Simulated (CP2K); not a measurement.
**C2H6ClGaSi (SMILES C=C(Cl)[SiH2][GaH2]): GFN1-xTB**

Aim: the energy difference between two shapes of C2H6ClGaSi at GFN1-xTB, from 2 runs. 

Program for the calculation: CP2K 2026.2.

1 further run of the same task is left out (set aside as unsound or not needed).

## 1. Starting point

C2H6ClGaSi has 11 atoms, charge 0, and is taken as a singlet. SMILES: `C=C(Cl)[SiH2][GaH2]`. The shape comes from GFN2-xTB, which is rough for such elements, and wasn't checked as a minimum. This is one conformer, not always the lowest.

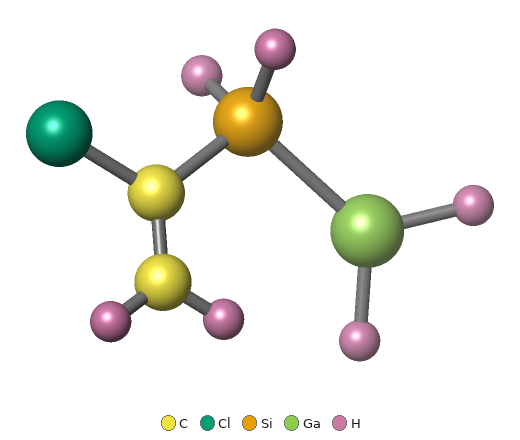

The structure, seen from a chosen angle (carbon yellow, chlorine teal, silicon amber, gallium green, hydrogen pink).

## 2. Energy and gradient at GFN1-xTB

qs.inp reads:

```
&FORCE_EVAL
    METHOD Quickstep
    &DFT
        CHARGE 0
        MULTIPLICITY 1
        # Quickstep
        &QS
            METHOD XTB
            EPS_DEFAULT 1.0E-10
            &XTB
                GFN_TYPE 1
                CHECK_ATOMIC_CHARGES F
            &END XTB
        &END QS
        # cluster boundary conditions
        &POISSON
            PERIODIC NONE
            POISSON_SOLVER ANALYTIC
        &END POISSON
        &SCF
            SCF_GUESS ATOMIC
            EPS_SCF 1.0E-06
            MAX_SCF 30
            &OT ON
                MINIMIZER DIIS
                PRECONDITIONER FULL_ALL
            &END OT
            &OUTER_SCF
                EPS_SCF 1.0E-06
                MAX_SCF 10
            &END OUTER_SCF
        &END SCF
        &PRINT
            &MOMENTS
                PERIODIC F
                REFERENCE COM
                MAX_MOMENT 1
            &END MOMENTS
            &MO_CUBES
                NLUMO 3
                NHOMO -1
                WRITE_CUBE F
            &END MO_CUBES
            &HIRSHFELD OFF
            &END HIRSHFELD
        &END PRINT
    &END DFT
    &SUBSYS
        # vacuum box
        &CELL
            ABC [angstrom] 19.9 21.1 20.2
            PERIODIC NONE
        &END CELL
        &COORD
            SCALED T
            C    0.42988894   0.57841564   0.50713366
            C    0.47595729   0.56290427   0.46275198
            Cl   0.49204221   0.61303697   0.39660891
            Si   0.52792714   0.48694882   0.46560396
            Ga   0.48833819   0.43178294   0.56316832
            H    0.40092814   0.62155782   0.50492475
            H    0.41967940   0.54665972   0.54824307
            H    0.51770905   0.45476161   0.40136337
            H    0.59907186   0.50711137   0.46790495
            H    0.52991206   0.37844218   0.60339109
            H    0.41699146   0.43817393   0.60067178
        &END COORD
    &END SUBSYS
    &PRINT
        &FORCES ON
        &END FORCES
    &END PRINT
&END FORCE_EVAL

&GLOBAL
    PROJECT qs
    RUN_TYPE ENERGY_FORCE
    PRINT_LEVEL MEDIUM
&END GLOBAL
```

Command:

```sh
$ OMP_NUM_THREADS=1 cp2k.psmp -i qs.inp > qs.out 2>&1
```

The program printed:

```text
CP2K| version string:                                       CP2K version 2026.2
[...]
 GLOBAL| Method name                                                        CP2K
[...]
 GLOBAL| Run type                                                   ENERGY_FORCE
[...]
                             - Atoms:                                         11
[...]
                             - Spherical basis functions:                     47
[...]
 Number of electrons:                                                         28
[...]
     1 OT DIIS     0.15E+00    0.0     0.02559264       -14.8233935800 -1.48E+01
[...]
     9 OT DIIS     0.15E+00    0.0     0.00000070       -14.8435368185 -7.52E-10
  *** SCF run converged in     9 steps ***
[...]
 TB_DIPOLE| Moment [Debye]         -0.09936564       0.10332850       0.00179819
 TB_DIPOLE| Derivative [a.u.]       0.00000000       0.00000000       0.00000000
[...]
 ENERGY| Total FORCE_EVAL ( QS ) energy [hartree]            -14.843536818564324
 FORCES| Atomic forces [hartree/bohr]
 FORCES|   Atom     x               y               z               |f|
 FORCES|      1 -8.47601713E-03  4.88350787E-03  6.64329133E-03   1.18247552E-02
 FORCES|      2  1.14195049E-02 -1.18296668E-02 -4.99497099E-03   1.71841742E-02
 FORCES|      3  1.95855426E-03  2.39226023E-03 -4.27999424E-03   5.27988584E-03
 FORCES|      4 -5.40180682E-03  1.47916407E-03  4.58625139E-03   7.23886353E-03
 FORCES|      5 -1.48329932E-04 -9.52306234E-03  7.00489963E-03   1.18228312E-02
 FORCES|      6 -2.56680615E-03  3.09937718E-03  7.16336341E-04   4.08751397E-03
 FORCES|      7 -1.22808427E-03  1.87836961E-03  7.15151675E-04   2.35539918E-03
 FORCES|      8  3.66126044E-03  3.82297497E-03  1.08138882E-03   5.40271852E-03
 FORCES|      9 -2.55656903E-03 -8.33946604E-04 -4.47966586E-03   5.22483668E-03
 FORCES|     10 -9.66727544E-04  3.67474040E-03 -2.65275560E-03   4.63415488E-03
 FORCES|     11  4.30502133E-03  9.56281426E-04 -4.33993251E-03   6.18730127E-03
 FORCES| Sum     3.20923843E-16  4.18610459E-16  2.51534904E-17
 FORCES| Total atomic force                                       5.28071517E-16
[...]
```

It took 0.96 s on 1 thread of Intel Xeon 6975P-C (Granite Rapids), shared host; peak memory 0.2 GiB.

## 3. The distorted shape at the same level

run.inp reads:

```
&GLOBAL
  PROJECT_NAME run
  RUN_TYPE ENERGY_FORCE
  PRINT_LEVEL MEDIUM
&END

&FORCE_EVAL
  METHOD QUICKSTEP
  &DFT
    ! Quickstep
    &QS
      METHOD XTB
      EPS_DEFAULT 1.0E-10
      &XTB
        GFN_TYPE 1
        CHECK_ATOMIC_CHARGES F
      &END
    &END
    ! cluster boundary conditions
    &POISSON
      PERIODIC NONE
      POISSON_SOLVER ANALYTIC
    &END
    ! SCF settings
    &SCF
      SCF_GUESS ATOMIC
      EPS_SCF 1.0E-06
      MAX_SCF 30
      &OT
        MINIMIZER DIIS
        PRECONDITIONER FULL_ALL
      &END
      &OUTER_SCF
        EPS_SCF 1.0E-06
        MAX_SCF 10
      &END
    &END
    ! extra output
    &PRINT
      &MOMENTS
        PERIODIC F
        REFERENCE COM
        MAX_MOMENT 1
      &END
      &MO_CUBES
        NLUMO 3
        NHOMO -1
        WRITE_CUBE F
      &END
      &HIRSHFELD OFF
      &END
    &END
  &END
  &SUBSYS
    ! box in angstrom
    &CELL
      ABC 19.9 21.1 20.2
      PERIODIC NONE
    &END
    &COORD
      SCALED T
      C    0.42841173   0.57801635   0.50834943
      C    0.47579354   0.56224934   0.46176156
      Cl   0.49040942   0.61289043   0.39590978
      Si   0.52840510   0.48751739   0.46492062
      Ga   0.48870344   0.43217834   0.56231319
      H    0.40087118   0.62191137   0.50493522
      H    0.41980269   0.54680341   0.54810923
      H    0.51893394   0.45497507   0.40248691
      H    0.59912882   0.50655706   0.46649770
      H    0.53021153   0.37808863   0.60409022
      H    0.41748445   0.43834801   0.60145210
    &END
  &END
  &PRINT
    &FORCES ON
    &END
  &END
&END
```

Command:

```sh
$ OMP_NUM_THREADS=1 cp2k.psmp -i run.inp -o run.out
```

The program printed:

```text
CP2K| version string:                                       CP2K version 2026.2
[...]
 GLOBAL| Method name                                                        CP2K
[...]
 GLOBAL| Run type                                                   ENERGY_FORCE
[...]
                             - Atoms:                                         11
[...]
                             - Spherical basis functions:                     47
[...]
 Number of electrons:                                                         28
[...]
     1 OT DIIS     0.15E+00    0.0     0.02671086       -14.8193530892 -1.48E+01
[...]
     9 OT DIIS     0.15E+00    0.0     0.00000083       -14.8406837520 -9.25E-10
  *** SCF run converged in     9 steps ***
[...]
 TB_DIPOLE| Moment [Debye]         -0.08571272       0.32529785      -0.21892385
 TB_DIPOLE| Derivative [a.u.]       0.00000000       0.00000000       0.00000000
[...]
 ENERGY| Total FORCE_EVAL ( QS ) energy [hartree]            -14.840683752098895
 FORCES| Atomic forces [hartree/bohr]
 FORCES|   Atom     x               y               z               |f|
 FORCES|      1  3.07880075E-02  7.51922281E-03 -4.49882864E-02   5.50307735E-02
 FORCES|      2 -2.19194443E-02  3.11845636E-03  2.65856949E-02   3.45974852E-02
 FORCES|      3  1.39833674E-03  1.71926852E-03 -2.95005973E-03   3.68972659E-03
 FORCES|      4 -7.21594079E-03  1.07135239E-03  1.20611821E-02   1.40957338E-02
 FORCES|      5  3.68629066E-04 -1.22059510E-02  1.16391986E-02   1.68698569E-02
 FORCES|      6 -3.42116968E-03  1.03402322E-03  2.33150761E-03   4.26726303E-03
 FORCES|      7 -6.02508029E-03 -1.04725571E-02  1.75113934E-02   2.12749840E-02
 FORCES|      8  1.67277966E-03 -7.67077856E-04 -7.40513719E-03   7.63037725E-03
 FORCES|      9  1.29649309E-03  1.29809599E-03 -3.34161708E-03   3.81213224E-03
 FORCES|     10 -2.55156612E-03  6.49440704E-03 -5.52317081E-03   8.89905772E-03
 FORCES|     11  5.60895513E-03  1.19075961E-03 -5.92070536E-03   8.24215009E-03
 FORCES| Sum    -3.55618313E-17  1.44632570E-16  4.77048956E-17
 FORCES| Total atomic force                                       1.56393674E-16
[...]
```

Run time: 0.96 s. Hardware: 1 thread of Intel Xeon 6975P-C (Granite Rapids), shared host; peak memory 0.2 GiB.

## 4. Results

At GFN1-xTB:

```
                                                  quantity          value
                                 first shape: total energy   -14.84354 Eh
    first shape: dipole moment (from atomic charges alone)         0.14 D
                                  first shape: HOMO energy      -11.21 eV
                            first shape: dispersion energy  -12.12 kJ/mol
                     first shape: largest force on an atom     0.884 eV/Å
                             distorted shape: total energy   -14.84068 Eh
distorted shape: dipole moment (from atomic charges alone)         0.40 D
                              distorted shape: HOMO energy      -11.22 eV
                        distorted shape: dispersion energy  -12.12 kJ/mol
                 distorted shape: largest force on an atom     2.830 eV/Å
                    energy change with the atoms displaced       0.078 eV
```

What this shows: With the atoms displaced the energy rises by 0.08 eV (7.5 kJ/mol). The first shape isn't relaxed at this level, so the change isn't measured from a minimum. The largest force (first shape) is 0.88 eV/Å: the shape isn't a stationary point for this species at this level. The dipole (first shape) comes from point charges on the atoms alone, without atomic dipoles, so it is partial. The dipole (distorted shape) comes from point charges on the atoms alone, without atomic dipoles, so it is partial.
